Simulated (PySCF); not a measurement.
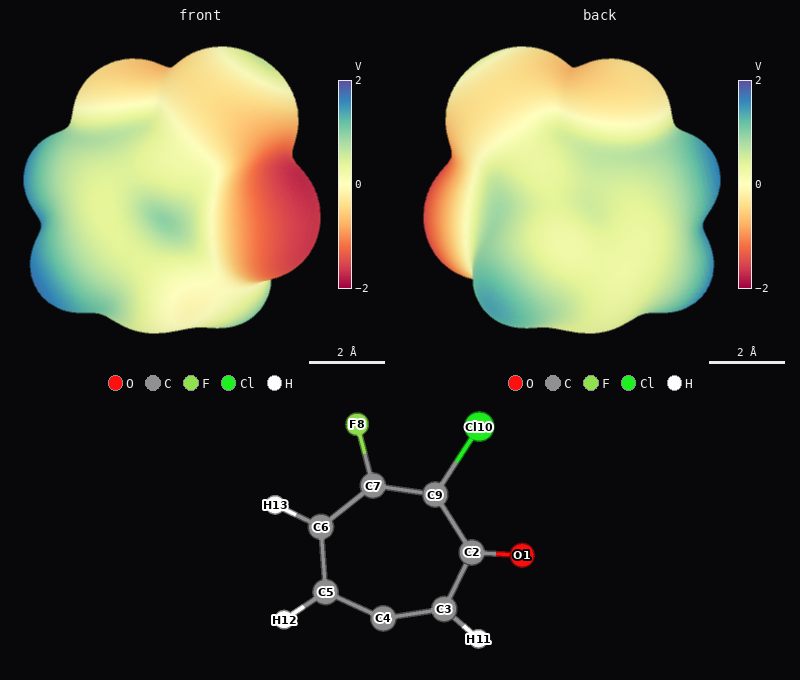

*C$_{7}$H$_{3}$ClFO (SMILES O=c1c[c]ccc(F)c1Cl) (doublet). The molecular electrostatic potential painted on the density surface at 0.002 e/bohr³, seen from the front and from behind; red is negative and blue positive. The bare structure is drawn below in the same view.*

Geometry: GFN2-xTB.

These are results of PySCF, UKS B3LYP, pcH-1 on C Cl F H O, non-relativistic, mean-field spin-orbit, GIAO, not measurements.

```json
{"atom": "O", "x (Å)": "2.7498", "y (Å)": "0.3880", "z (Å)": "0.6631"}
{"atom": "C", "x (Å)": "1.6399", "y (Å)": "0.1709", "z (Å)": "0.2387"}
{"atom": "C", "x (Å)": "1.2568", "y (Å)": "-1.1673", "z (Å)": "-0.3454"}
{"atom": "C", "x (Å)": "0.0770", "y (Å)": "-1.6308", "z (Å)": "-0.0789"}
{"atom": "C", "x (Å)": "-1.1969", "y (Å)": "-1.3419", "z (Å)": "0.2514"}
{"atom": "C", "x (Å)": "-1.6316", "y (Å)": "-0.0502", "z (Å)": "-0.0481"}
{"atom": "C", "x (Å)": "-0.7647", "y (Å)": "1.0369", "z (Å)": "-0.1692"}
{"atom": "F", "x (Å)": "-1.4069", "y (Å)": "2.1957", "z (Å)": "-0.4407"}
{"atom": "C", "x (Å)": "0.5979", "y (Å)": "1.1716", "z (Å)": "0.0792"}
{"atom": "Cl", "x (Å)": "1.2055", "y (Å)": "2.7845", "z (Å)": "0.1862"}
{"atom": "H", "x (Å)": "2.0293", "y (Å)": "-1.6580", "z (Å)": "-0.9131"}
{"atom": "H", "x (Å)": "-1.8733", "y (Å)": "-2.0754", "z (Å)": "0.6592"}
{"atom": "H", "x (Å)": "-2.6872", "y (Å)": "0.1766", "z (Å)": "-0.1002"}
```

**Describe the electrostatic potential map.**

The most negative region (about −1.7 V) lies over O1, the most positive (about +1.7 V) over H12 and H13. Cl10 shows a σ-hole: about +0.6 V at the tip opposite its bond, against about −0.7 V on its flanks. O1 is the likeliest acceptor of a hydrogen bond.
